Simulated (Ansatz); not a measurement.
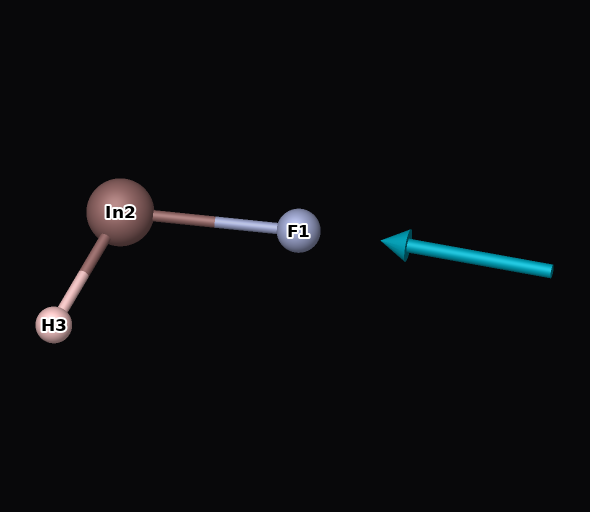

The arrow beside the molecule shows the direction of the dipole moment, from the negative to the positive end (its length means nothing). The species is neutral and a spin doublet. Geometry: atoms displaced at random (about 0.06 Å) from a stationary point of PBE0-D4. Properties computed with UKS r2SCAN-D4/def2-TZVPP, core potentials on In (Ansatz 0.2.0).

Question: How large is the dipole moment?

Answer: 3.48 D; it points from the side of F1 to the side of H3 (the outermost atoms at the two ends).
